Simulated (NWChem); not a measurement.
**HF/3-21G run of Cl2 (chlorine)**

What is the energy change on altering one bond length of Cl2 (chlorine) at HF/3-21G? 

The results are computed with NWChem 7.3.0.

3 further runs of the same task are left out: 3 set aside as unsound or not needed. Runs told in other sessions of the task aren't counted.

## Step 1: The molecule

Cl2 has 2 atoms, charge 0, and is taken as a singlet. As SMILES, `ClCl`. The coordinates come from a PBE0-D4/def2-TZVP relaxation.

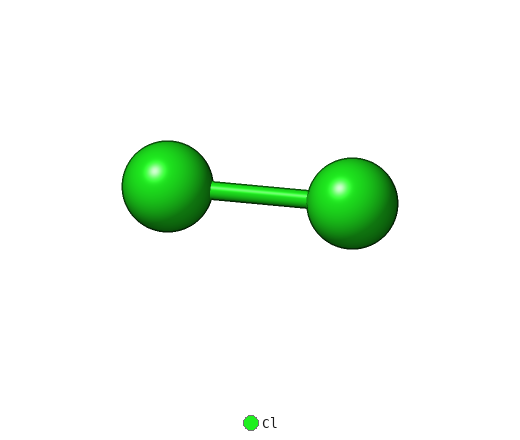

Viewed from a chosen angle; chlorine green.

## Step 2: Energy and forces at HF/3-21G

File cl2.nw:

```
start cl2
memory total 2200 mb
charge 0
geometry noautosym nocenter noautoz
  Cl       0.845690      -0.281600       0.433600
  Cl      -0.845690       0.281600      -0.433600
end
basis spherical bse
  * library 3-21G
end
scf
  thresh 1e-08
  maxiter 80
  noprint "final vectors analysis"
end
task scf gradient
```

Launch:

```console
nwchem cl2.nw > cl2.out
```

Log:

```text
[...]
  functions       =    26
[...]
  wavefunction    = RHF
[...]
         Total SCF energy =   -914.526282476415
      One-electron energy =  -1418.182778694665
      Two-electron energy =    426.512358053972
 Nuclear repulsion energy =     77.144138164278
        Time for solution =      0.2s
[...]
                         RHF ENERGY GRADIENTS
    atom               coordinates                        gradient
                 x          y          z           x          y          z
   1 Cl      1.598122  -0.532147   0.819385   -0.085710   0.028540  -0.043945
   2 Cl     -1.598122   0.532147  -0.819385    0.085710  -0.028540   0.043945
[...]
```

It took 0.83 s on 1 thread of AMD EPYC 7B13 (Zen 3), shared host; peak memory 0.099 GiB.

## Step 3: The distorted shape: the energy at HF/3-21G

File struct.nw:

```
start struct
title "Cl2 energy"
memory stack 880 mb heap 220 mb global 1100 mb

geometry units angstroms noautosym nocenter noautoz
  Cl       1.099410      -0.366084       0.563687
  Cl      -0.845690       0.281600      -0.433600
end

basis spherical bse
  Cl library 3-21G
end

scf
  thresh 1e-08
  maxiter 80
  print medium
end

task scf
```

Launch:

```console
nwchem struct.nw > struct.out
```

Log:

```text
[...]
  functions       =    26
[...]
  wavefunction    = RHF
[...]
         Total SCF energy =   -914.541846828975
      One-electron energy =  -1398.179308006257
      Two-electron energy =    416.556051802407
 Nuclear repulsion energy =     67.081409374874
        Time for solution =      0.2s
[...]
```

It took 0.83 s on 1 thread of AMD EPYC 7B13 (Zen 3), shared host; peak memory 0.098 GiB.

## Step 4: Summary of results

Level: HF/3-21G.

| quantity | value |
| --- | --- |
| first shape: total energy | -914.52628 Eh |
| first shape: dipole moment | 0.00 D |
| first shape: largest force on an atom | 5.166 eV/Å |
| distorted shape: total energy | -914.54185 Eh |
| distorted shape: dipole moment | 0.00 D |
| distorted shape: HOMO energy | -13.01 eV |
| distorted shape: LUMO energy | -1.77 eV |
| distorted shape: HOMO–LUMO gap | 11.24 eV |
| energy change with the Cl1–Cl2 bond stretched from 1.982 to 2.280 Å | -0.424 eV |

In words: With the Cl1–Cl2 bond stretched from 1.982 to 2.280 Å the energy falls by 0.42 eV (9.8 kcal/mol). The first shape isn't relaxed at this level, so the change isn't measured from a minimum. The largest force (first shape) is 5.17 eV/Å: too large for a shape near rest; a basis without polarisation functions on a geometry from another level can give that.
